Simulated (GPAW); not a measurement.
# KTaO3 (Pm-3m): the K K absorption edge, part 3 of 3

Aim: the dependence of the K K near-edge features of KTaO3 (Pm-3m) on volume.

GPAW 26.7.0; X-ray absorption from dipole matrix elements to empty bands, plane-wave PAW revPBE.

So far. Step 4 (Spectrum with FCH, K atom 2): The hole costs E(hole) − E(ground) = 3613.87 eV, and the lowest empty level of the hole cell on the spectrum's mesh lies at 8.14 eV, which puts the zero at 3622.01 eV. One term is added: -19.86 eV, since the hole is spin-paired here and a spin-polarised one costs that much less in the free atom (computed apart). The photon energy is then 3602.15 eV. The tabulated edge of the element is 3608.4 eV.

## (8) Spectrum with FCH, K atom 2

Shorter bonds are expected to push antibonding states and scattering resonances up, and longer ones down; the cell is scaled to test that.

Changed against the first core-hole run: volume scale from 1 to 0.97.

xas.py reads:

```python
import numpy as np
from ase import Atoms
from ase.parallel import parprint, paropen
from gpaw import GPAW, PW, FermiDirac, Mixer, MixerDif, setup_paths
from gpaw.test import gen
setup_paths.insert(0, '.')
gen('K', name='fch1s', xcname='revPBE', corehole=(1, 0, 1), write_xml=True)
from gpaw.mpi import world
world.barrier()

atoms = Atoms('Ta2K2O6',
    cell=[[3.94801139, 0, 3.94801139],
     [0, 3.94801139, 3.94801139],
     [-3.94801139, 0, 3.94801139]],
    scaled_positions=[[0, 0, 0],
     [0.5, 0, 0.5],
     [0.25, 0.5, 0.75],
     [0.75, 0.5, 0.25],
     [0.25, 0, 0.25],
     [0.75, 0, 0.75],
     [0.75, 0.5, 0.75],
     [0.25, 0.5, 0.25],
     [0.25, 0, 0.75],
     [0.75, 0, 0.25]],
    pbc=True)
atoms.calc = calc = GPAW(legacy_gpaw=True, mode=PW(500, force_complex_dtype=True), xc='revPBE', setups={2: 'fch1s'},
    kpts={'size': (4, 4, 4), 'gamma': True}, occupations=FermiDirac(0.02),
    charge=0, mixer=Mixer(0.1, 5, 50), maxiter=150,
    convergence={'density': 0.0001, 'eigenstates': 1e-6}, txt='scf.txt')
energy = atoms.get_potential_energy() + calc.get_reference_energy()
ef = calc.get_fermi_level()
out = dict(energy=energy, fermi=ef, forces=atoms.get_forces().tolist())
parprint(f'all-electron energy {energy:.4f} eV, Fermi level {ef:.4f} eV')
ev = np.array([[calc.get_eigenvalues(k, s) for k in range(len(calc.get_ibz_k_points()))] for s in range(calc.get_number_of_spins())])
out['homo'], out['lumo'], out['counts'] = ev[ev < ef].max(), ev[ev > ef].min(), sorted(set((ev < ef).sum((0, 2)).tolist()))
out['filled'] = (ev[:, 0] < ef).sum(1).tolist()

from ase.units import Ha
from gpaw.xas import dipole_matrix_elements
nb = int(calc.get_number_of_electrons() / 2) + 86
top, nb = nb, nb + 8 + nb // 12
nscf = calc.fixed_density(kpts={'size': (6, 6, 6), 'gamma': True}, nbands=nb,
    convergence={'bands': top, 'eigenstates': 5e-3}, maxiter=60, txt='nscf.txt')
cell = atoms.cell.array
ops = [cell.T @ U.T @ np.linalg.inv(cell.T) for U in nscf.wfs.kd.symmetry.op_scc]
filled = [40]  # bands filled in the ground state, by spin
E = np.arange(-6, 34, 0.1)
fwhm = np.interp(E, [4, 25], [0.9, 3.5])
Y, X, zero, highest = 0, 0, 1e9, 1e9
for spin in range(nscf.get_number_of_spins()):
    wfs = nscf.wfs
    mine = wfs.bd.get_slice()  # this rank's bands
    A = dipole_matrix_elements(wfs.setups[2])
    eps = np.zeros((wfs.kd.nibzkpts, nb))
    d = np.zeros((3, A.shape[1], wfs.kd.nibzkpts, nb), complex)
    for kpt in wfs.kpt_u:
        if kpt.s == spin and 2 in kpt.P_ani:
            eps[kpt.k, mine] = kpt.eps_n * Ha
            d[:, :, kpt.k, mine] = (kpt.weight * wfs.nspins / 2) ** 0.5 * np.inner(A, kpt.P_ani[2])
    world.sum(eps)
    world.sum(d)
    T = np.einsum('amkn,bmkn->abkn', d, d.conj()).real
    T = sum(np.einsum('ai,ijkn,bj->abkn', R, T, R) for R in ops) / len(ops)
    empty = np.ones_like(eps, bool) & (np.arange(nb) >= filled[spin])
    zero, highest = min(zero, eps[empty].min()), min(highest, eps[:, top - 1].min())
    lines = [(eps, T, empty)] if spin == 0 else lines + [(eps, T, empty)]
for eps, T, empty in lines:
    f = np.einsum('aakn->akn', T).reshape(3, -1)
    x = eps.ravel() - zero
    w = np.interp(x, E, fwhm) / 2.35482
    g = np.exp(-0.5 * ((E[:, None] - x) / w) ** 2) / (w * (2 * np.pi) ** 0.5)
    Y = Y + (f * empty.ravel()) @ g.T
    X = X + (f * ~empty.ravel()) @ g.T
out.update(E=E.round(2).tolist(), xas=Y.tolist(), xes=X.tolist(), zero=zero, valid=highest - zero, nk=len(eps), nb=nb)
for i in range(0, len(E), 10):
    parprint(f'{E[i]:7.2f}', *(f'{v:10.3e}' for v in Y[:, i]))
import json
with paropen('out.json', 'w') as f:
    json.dump(out, f)
```

Started as:

```sh
$ OMP_NUM_THREADS=1 mpirun -n 4 gpaw python xas.py
```

Numbers of over 12 decimals in the logs are rounded to 6 here.

Output:

```text
Input parameters:
  convergence: {density: 0.0001,
                eigenstates: 1e-06}
  kpts: {gamma: True,
         size: (4, 4, 4)}
  maxiter: 150
  mixer: {backend: pulay,
          beta: 0.1,
          method: separate,
          nmaxold: 5,
          weight: 50}
  mode: {ecut: 500.0,
         force_complex_dtype: True,
         name: pw}
  occupations: {fixmagmom: False,
                name: fermi-dirac,
[...]
*p    :    -0.289933
*d    :     0.000000
--------------------------------

Diagonalizing with gridspacing h=0.050

state   all-electron     PAW
-------------------------------
3s:      -1.933347    -1.934035
3p:      -1.289933    -1.291519
*d:                   -0.305287
*f:                   -0.038040
-------------------------------
all-electron energy -889849.0987 eV, Fermi level 6.7875 eV
[...]
32.00  5.392e-07  5.392e-07  5.392e-07
  33.00  6.850e-07  6.850e-07  6.850e-07
[key lines of the parts left out:]
Converged after 13 iterations.
Dipole moment: (-1.281758, -0.000000, -0.000000) |e|*Ang
Free energy:    -90.776246
Fermi level: 6.78751
```

It took 41 s on 4 MPI ranks of Arm Neoverse V1, shared host; peak memory 0.33 GiB.

```tsv
E (eV)	first run	this run
-2.0	0.00	0.00
-1.0	0.00	0.00
0.0	0.00	0.00
1.0	0.01	0.01
2.0	0.04	0.04
3.0	0.08	0.09
4.0	0.20	0.19
5.0	0.23	0.22
6.0	0.38	0.35
7.0	1.01	0.89
8.0	2.13	1.97
9.0	1.70	1.66
10.0	2.35	2.20
11.0	2.95	2.99
12.0	2.44	2.54
13.0	2.09	2.08
14.0	1.53	1.67
15.0	0.77	0.95
16.0	0.45	0.51
17.0	0.43	0.43
18.0	0.46	0.45
19.0	0.46	0.46
20.0	0.43	0.44
21.0	0.47	0.43
22.0	0.65	0.53
23.0	0.89	0.75
24.0	1.07	0.97
25.0	1.19	1.12
26.0	1.27	1.24
27.0	1.23	1.26
28.0	1.02	1.13
29.0	0.77	0.87
30.0	0.64	0.67
31.0	0.64	0.60
32.0	0.77	0.64
```

Against the first run the r.m.s. difference is 7 %. The highest intensity below 24 eV goes from 10.9 eV (2.95) to 11.1 eV (2.99).

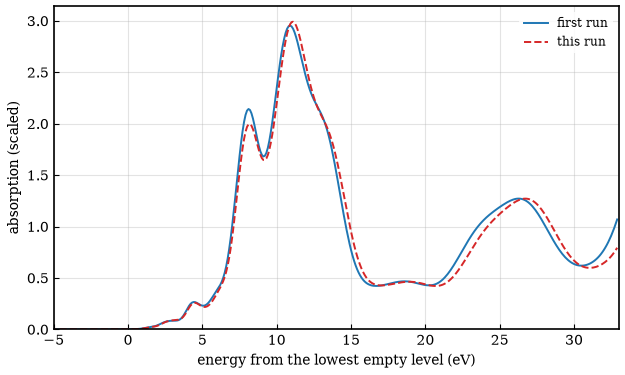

The effect of the change (volume scale from 1 to 0.97).

The photon energy of the zero moves by -0.02 eV.

## (9) Reference energy of the supercell

The cell changes for the next run, so it gets a reference energy of its own.

The cell differs from the one that the last finished run ended in (a 5.583 → 5.696 Å, b 5.583 → 5.696 Å, c 5.583 → 5.696 Å).

scf.py reads:

```python
import numpy as np
from ase import Atoms
from ase.parallel import parprint, paropen
from gpaw import GPAW, PW, FermiDirac, Mixer, MixerDif, setup_paths
from gpaw.test import gen
setup_paths.insert(0, '.')
gen('K', name='nch1s', xcname='revPBE', corehole=(1, 0, 0), write_xml=True)
from gpaw.mpi import world
world.barrier()

atoms = Atoms('Ta2K2O6',
    cell=[[4.02779069, 0, 4.02779069],
     [0, 4.02779069, 4.02779069],
     [-4.02779069, 0, 4.02779069]],
    scaled_positions=[[0, 0, 0],
     [0.5, 0, 0.5],
     [0.25, 0.5, 0.75],
     [0.75, 0.5, 0.25],
     [0.25, 0, 0.25],
     [0.75, 0, 0.75],
     [0.75, 0.5, 0.75],
     [0.25, 0.5, 0.25],
     [0.25, 0, 0.75],
     [0.75, 0, 0.25]],
    pbc=True)
atoms.calc = calc = GPAW(legacy_gpaw=True, mode=PW(500, force_complex_dtype=True), xc='revPBE', setups={2: 'nch1s'},
    kpts={'size': (4, 4, 4), 'gamma': True}, occupations=FermiDirac(0.02),
    charge=0, mixer=Mixer(0.1, 5, 50), maxiter=150,
    convergence={'density': 0.0001, 'eigenstates': 1e-6}, txt='scf.txt')
energy = atoms.get_potential_energy() + calc.get_reference_energy()
ef = calc.get_fermi_level()
out = dict(energy=energy, fermi=ef, forces=atoms.get_forces().tolist())
parprint(f'all-electron energy {energy:.4f} eV, Fermi level {ef:.4f} eV')
ev = np.array([[calc.get_eigenvalues(k, s) for k in range(len(calc.get_ibz_k_points()))] for s in range(calc.get_number_of_spins())])
out['homo'], out['lumo'], out['counts'] = ev[ev < ef].max(), ev[ev > ef].min(), sorted(set((ev < ef).sum((0, 2)).tolist()))
out['filled'] = (ev[:, 0] < ef).sum(1).tolist()
import json
with paropen('out.json', 'w') as f:
    json.dump(out, f)
```

Started as:

```sh
$ OMP_NUM_THREADS=1 mpirun -n 4 gpaw python scf.py
```

Output:

```text
Input parameters:
  convergence: {density: 0.0001,
                eigenstates: 1e-06}
  kpts: {gamma: True,
         size: (4, 4, 4)}
  maxiter: 150
  mixer: {backend: pulay,
          beta: 0.1,
          method: separate,
          nmaxold: 5,
          weight: 50}
  mode: {ecut: 500.0,
         force_complex_dtype: True,
         name: pw}
  occupations: {fixmagmom: False,
                name: fermi-dirac,
[...]
3s(2) :    -1.300803     0.976093
4s(1) :    -0.083603     0.996821
3p(6) :    -0.692287     0.724656
*p    :     0.307713
*d    :     0.000000
--------------------------------

Diagonalizing with gridspacing h=0.050

state   all-electron     PAW
-------------------------------
3s:      -1.300803    -1.301381
3p:      -0.692287    -0.693580
*d:                    0.007130
*f:                    0.049135
-------------------------------
all-electron energy -893463.0523 eV, Fermi level 5.7968 eV
[key lines of the parts left out:]
Converged after 22 iterations.
Dipole moment: (-0.000000, -0.000000, -0.000000) |e|*Ang
Free energy:    -73.912009
Fermi level: 5.79685
```

Run time: 20 s. Hardware: 4 MPI ranks; peak memory 0.25 GiB; 80 s of CPU time.

Reference energy: -893463.052 eV with the cores included.

## (10) Spectrum with FCH, K atom 2

Shorter bonds are expected to push antibonding states and scattering resonances up, and longer ones down; the cell is scaled to test that.

Changed against the first core-hole run: volume scale from 1 to 1.03.

Changes to xas.py since step 8:

```diff
@@ -11,5 +11,5 @@
 atoms = Atoms('Ta2K2O6',
-    cell=[[3.94801139, 0, 3.94801139],
-     [0, 3.94801139, 3.94801139],
-     [-3.94801139, 0, 3.94801139]],
+    cell=[[4.02779069, 0, 4.02779069],
+     [0, 4.02779069, 4.02779069],
+     [-4.02779069, 0, 4.02779069]],
     scaled_positions=[[0, 0, 0],
@@ -39,3 +39,3 @@
 from gpaw.xas import dipole_matrix_elements
-nb = int(calc.get_number_of_electrons() / 2) + 86
+nb = int(calc.get_number_of_electrons() / 2) + 91
 top, nb = nb, nb + 8 + nb // 12
```

Started as:

```sh
$ OMP_NUM_THREADS=1 mpirun -n 4 gpaw python xas.py
```

Output:

```text
Input parameters:
  convergence: {density: 0.0001,
                eigenstates: 1e-06}
  kpts: {gamma: True,
         size: (4, 4, 4)}
  maxiter: 150
  mixer: {backend: pulay,
          beta: 0.1,
          method: separate,
          nmaxold: 5,
          weight: 50}
  mode: {ecut: 500.0,
         force_complex_dtype: True,
         name: pw}
  occupations: {fixmagmom: False,
                name: fermi-dirac,
[...]
*p    :    -0.289933
*d    :     0.000000
--------------------------------

Diagonalizing with gridspacing h=0.050

state   all-electron     PAW
-------------------------------
3s:      -1.933347    -1.934035
3p:      -1.289933    -1.291519
*d:                   -0.305287
*f:                   -0.038040
-------------------------------
all-electron energy -889848.7988 eV, Fermi level 6.1980 eV
[...]
32.00  8.230e-07  8.230e-07  8.230e-07
  33.00  1.258e-06  1.258e-06  1.258e-06
[key lines of the parts left out:]
Converged after 16 iterations.
Dipole moment: (-1.332648, -0.000000, -0.000000) |e|*Ang
Free energy:    -90.476344
Fermi level: 6.19800
```

It took 45 s on 4 MPI ranks; peak memory 0.34 GiB.

```tsv
E (eV)	first run	this run
-2.0	0.00	0.00
-1.0	0.00	0.00
0.0	0.00	0.00
1.0	0.01	0.01
2.0	0.04	0.05
3.0	0.08	0.08
4.0	0.20	0.22
5.0	0.23	0.24
6.0	0.38	0.40
7.0	1.01	1.13
8.0	2.13	2.28
9.0	1.70	1.71
10.0	2.35	2.48
11.0	2.95	2.87
12.0	2.44	2.40
13.0	2.09	2.08
14.0	1.53	1.34
15.0	0.77	0.63
16.0	0.45	0.43
17.0	0.43	0.43
18.0	0.46	0.47
19.0	0.46	0.46
20.0	0.43	0.44
21.0	0.47	0.54
22.0	0.65	0.78
23.0	0.89	1.01
24.0	1.07	1.15
25.0	1.19	1.23
26.0	1.27	1.27
27.0	1.23	1.16
28.0	1.02	0.92
29.0	0.77	0.71
30.0	0.64	0.64
31.0	0.64	0.73
32.0	0.77	1.01
```

The scaled spectrum changes by 6 % r.m.s. The highest intensity below 24 eV goes from 10.9 eV (2.95) to 10.7 eV (2.91).

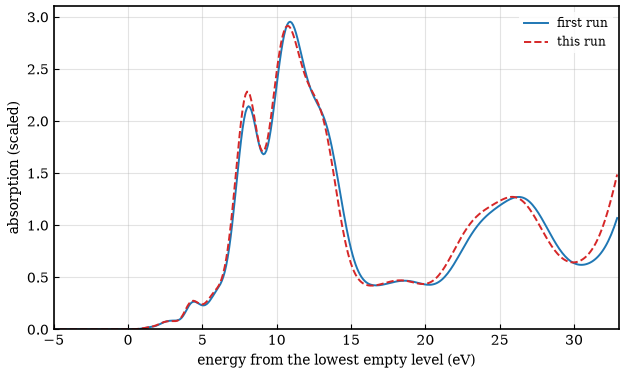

The effect of the change (volume scale from 1 to 1.03).

The photon energy of the zero moves by +0.02 eV.

## (11) Supercell without a hole, the energy reference

The cell changes for the next run, so it gets a reference energy of its own.

The cell differs from the one that the last finished run ended in (a 5.696 → 5.751 Å, b 5.696 → 5.751 Å, c 5.696 → 5.751 Å).

Changes to scf.py since step 9:

```diff
@@ -11,5 +11,5 @@
 atoms = Atoms('Ta2K2O6',
-    cell=[[4.02779069, 0, 4.02779069],
-     [0, 4.02779069, 4.02779069],
-     [-4.02779069, 0, 4.02779069]],
+    cell=[[4.06652182, 0, 4.06652182],
+     [0, 4.06652182, 4.06652182],
+     [-4.06652182, 0, 4.06652182]],
     scaled_positions=[[0, 0, 0],
```

Started as:

```sh
$ OMP_NUM_THREADS=1 mpirun -n 4 gpaw python scf.py
```

Output:

```text
Input parameters:
  convergence: {density: 0.0001,
                eigenstates: 1e-06}
  kpts: {gamma: True,
         size: (4, 4, 4)}
  maxiter: 150
  mixer: {backend: pulay,
          beta: 0.1,
          method: separate,
          nmaxold: 5,
          weight: 50}
  mode: {ecut: 500.0,
         force_complex_dtype: True,
         name: pw}
  occupations: {fixmagmom: False,
                name: fermi-dirac,
[...]
3s(2) :    -1.300803     0.976093
4s(1) :    -0.083603     0.996821
3p(6) :    -0.692287     0.724656
*p    :     0.307713
*d    :     0.000000
--------------------------------

Diagonalizing with gridspacing h=0.050

state   all-electron     PAW
-------------------------------
3s:      -1.300803    -1.301381
3p:      -0.692287    -0.693580
*d:                    0.007130
*f:                    0.049135
-------------------------------
all-electron energy -893463.0762 eV, Fermi level 5.5131 eV
[key lines of the parts left out:]
Converged after 19 iterations.
Dipole moment: (-0.000000, -0.000000, -0.000000) |e|*Ang
Free energy:    -73.935867
Fermi level: 5.51309
```

Run time: 18 s. Hardware: 4 MPI ranks; peak memory 0.25 GiB; 72 s of CPU time.

Reference energy: -893463.076 eV with the cores included.

## (12) Spectrum with FCH, K atom 2

Shorter bonds are expected to push antibonding states and scattering resonances up, and longer ones down; the cell is scaled to test that.

Changed against the first core-hole run: volume scale from 1 to 1.06.

Changes to xas.py since step 10:

```diff
@@ -11,5 +11,5 @@
 atoms = Atoms('Ta2K2O6',
-    cell=[[4.02779069, 0, 4.02779069],
-     [0, 4.02779069, 4.02779069],
-     [-4.02779069, 0, 4.02779069]],
+    cell=[[4.06652182, 0, 4.06652182],
+     [0, 4.06652182, 4.06652182],
+     [-4.06652182, 0, 4.06652182]],
     scaled_positions=[[0, 0, 0],
@@ -39,3 +39,3 @@
 from gpaw.xas import dipole_matrix_elements
-nb = int(calc.get_number_of_electrons() / 2) + 91
+nb = int(calc.get_number_of_electrons() / 2) + 93
 top, nb = nb, nb + 8 + nb // 12
```

Started as:

```sh
$ OMP_NUM_THREADS=1 mpirun -n 4 gpaw python xas.py
```

Output:

```text
Input parameters:
  convergence: {density: 0.0001,
                eigenstates: 1e-06}
  kpts: {gamma: True,
         size: (4, 4, 4)}
  maxiter: 150
  mixer: {backend: pulay,
          beta: 0.1,
          method: separate,
          nmaxold: 5,
          weight: 50}
  mode: {ecut: 500.0,
         force_complex_dtype: True,
         name: pw}
  occupations: {fixmagmom: False,
                name: fermi-dirac,
[...]
*p    :    -0.289933
*d    :     0.000000
--------------------------------

Diagonalizing with gridspacing h=0.050

state   all-electron     PAW
-------------------------------
3s:      -1.933347    -1.934035
3p:      -1.289933    -1.291519
*d:                   -0.305287
*f:                   -0.038040
-------------------------------
all-electron energy -889848.4534 eV, Fermi level 5.9133 eV
[...]
32.00  1.113e-06  1.113e-06  1.113e-06
  33.00  1.627e-06  1.627e-06  1.627e-06
[key lines of the parts left out:]
Converged after 19 iterations.
Dipole moment: (-1.356769, 0.000000, -0.000000) |e|*Ang
Free energy:    -90.130978
Fermi level: 5.91326
```

Wall time 48 s (4 MPI ranks); peak memory 0.34 GiB.

```tsv
E (eV)	first run	this run
-2.0	0.00	0.00
-1.0	0.00	0.00
0.0	0.00	0.00
1.0	0.01	0.01
2.0	0.04	0.05
3.0	0.08	0.07
4.0	0.20	0.25
5.0	0.23	0.25
6.0	0.38	0.41
7.0	1.01	1.27
8.0	2.13	2.41
9.0	1.70	1.73
10.0	2.35	2.57
11.0	2.95	2.80
12.0	2.44	2.41
13.0	2.09	2.02
14.0	1.53	1.12
15.0	0.77	0.53
16.0	0.45	0.42
17.0	0.43	0.45
18.0	0.46	0.47
19.0	0.46	0.45
20.0	0.43	0.47
21.0	0.47	0.64
22.0	0.65	0.91
23.0	0.89	1.10
24.0	1.07	1.20
25.0	1.19	1.26
26.0	1.27	1.25
27.0	1.23	1.07
28.0	1.02	0.83
29.0	0.77	0.68
30.0	0.64	0.70
31.0	0.64	0.91
32.0	0.77	1.39
```

The scaled spectrum changes by 12 % r.m.s. The highest intensity below 24 eV goes from 10.9 eV (2.95) to 10.6 eV (2.88).

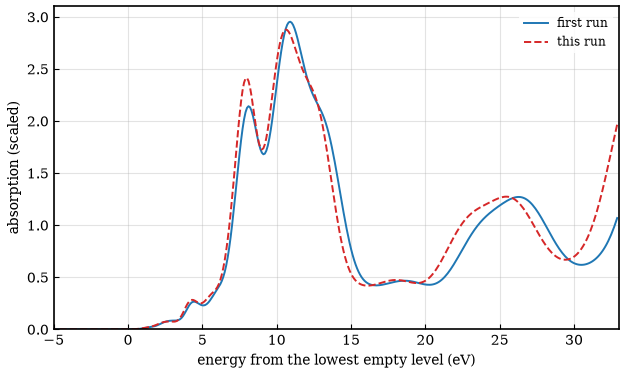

The effect of the change (volume scale from 1 to 1.06).

The photon energy of the zero moves by +0.04 eV.

## (13) The volumes side by side

```tsv
volume	nearest distance (Å)	shift of the zero (eV)	maximum 1 (eV above own zero)	maximum 2 (eV above own zero)	maximum 3 (eV above own zero)
0.94	2.763	-0.05	8.2	11.3	27.2
0.97	2.792	-0.02	8.2	11.1	26.7
1	2.820	+0.00	8.1	10.9	26.3
1.03	2.848	+0.02	8.0	10.7	25.8
1.06	2.875	+0.04	8.0	10.6	25.4
```

The curves, each shifted by its zero's change so that they share one photon-energy axis, counted from the zero at V × 1:

```tsv
E (eV)	V × 0.94	V × 0.97	V × 1	V × 1.03	V × 1.06
-2.0	0.00	0.00	0.00	0.00	0.00
-1.0	0.00	0.00	0.00	0.00	0.00
0.0	0.00	0.00	0.00	0.00	0.00
1.0	0.01	0.01	0.01	0.01	0.01
2.0	0.03	0.04	0.04	0.04	0.05
3.0	0.09	0.09	0.08	0.08	0.07
4.0	0.18	0.19	0.20	0.22	0.23
5.0	0.21	0.22	0.23	0.24	0.25
6.0	0.32	0.36	0.38	0.39	0.40
7.0	0.84	0.92	1.01	1.10	1.20
8.0	1.84	1.97	2.13	2.28	2.41
9.0	1.60	1.66	1.70	1.72	1.73
10.0	2.09	2.23	2.35	2.45	2.53
11.0	2.97	2.99	2.95	2.88	2.81
12.0	2.68	2.53	2.44	2.41	2.43
13.0	2.08	2.07	2.09	2.09	2.04
14.0	1.72	1.65	1.53	1.36	1.16
15.0	1.10	0.93	0.77	0.64	0.55
16.0	0.59	0.51	0.45	0.43	0.42
17.0	0.44	0.43	0.43	0.43	0.44
18.0	0.44	0.45	0.46	0.47	0.47
19.0	0.46	0.46	0.46	0.46	0.45
20.0	0.45	0.44	0.43	0.44	0.46
21.0	0.42	0.43	0.47	0.53	0.63
22.0	0.46	0.54	0.65	0.77	0.90
23.0	0.63	0.76	0.89	1.01	1.10
24.0	0.84	0.97	1.07	1.15	1.19
25.0	1.03	1.13	1.19	1.23	1.26
26.0	1.18	1.24	1.27	1.27	1.25
27.0	1.27	1.26	1.23	1.16	1.08
28.0	1.21	1.12	1.02	0.92	0.84
29.0	0.98	0.87	0.77	0.71	0.69
30.0	0.74	0.67	0.64	0.64	0.69
31.0	0.60	0.60	0.64	0.72	0.90
32.0	0.59	0.65	0.77	1.00	1.36
```

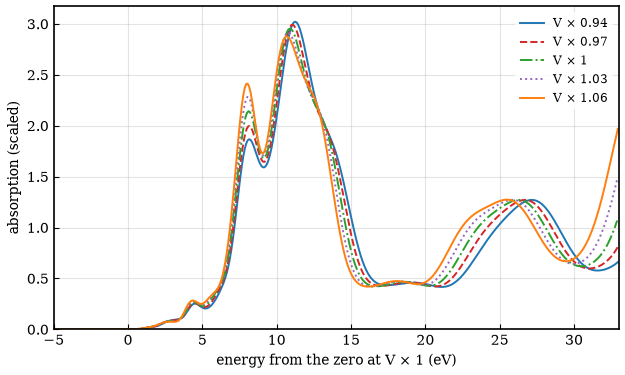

The edge at each volume, on one photon-energy scale.

## (14) Results

- absorber and edge: K K, atom 2 of the ground-state input (counted from 1)
- surroundings: 12 O at 2.82 Å (cuboctahedral, site symmetry m-3m)
- highest intensity below 24 eV: 10.9 eV above the zero, height 2.95
- photon energy of the zero, with the added terms: 3602.2 eV (raw 3622.0 eV; uncertain by a few eV)

From V × 0.94 to V × 1.06 the nearest distance grows by 0.113 Å and the zero moves by +0.09 eV. Above their own zero, the maxima move from 8.2 to 8.0 eV, from 11.3 to 10.6 eV and from 27.2 to 25.4 eV. The one highest in energy moves most, in the direction that the rule ΔE·R² ≈ constant for scattering resonances gives. The K K edge of atom 2, with 12 O at 2.82 Å (cuboctahedral, site symmetry m-3m), has its highest intensity of the first 24 eV at 10.9 eV above the zero, near 3613 eV in photon energy (uncertain by a few eV), 3.0 times the mean level of the first 20 eV (Gaussian full width 0.9 eV up to 4 eV, rising linearly to 3.5 eV at 25 eV). The holes are only 5.6 Å apart, so the shape is probably not converged with cell size; no larger cell was run here. The mesh is coarse (0.26 Å⁻¹ between points), so small maxima may be mesh ripples. Lifetime broadening is put in by hand, and intensities beyond about 20 eV depend on it and on the partial waves. The structure is a published determination, not relaxed.

[Banner, clock and machine lines of the logs are left out without a mark of their own.]

[Logs are printed without paths, hosts, clocks, repeated set-up lines and the standing remarks that a program may print on its own settings, such as how far it seeks lower states.]

[Hosts, paths, dates, database ids (printed as entryN), source tags and the programs' standing remarks are cut or masked in the printed files.]

[Lists of maxima count a maximum above −3 eV only where it reaches 4 % of the highest in the window and stands out from its surroundings by 2 % of it (1.5 % where it reaches 55 %); shoulders and weaker maxima are passed over, and of the rest the first, up to two pre-edge ones and the few strongest are named.]
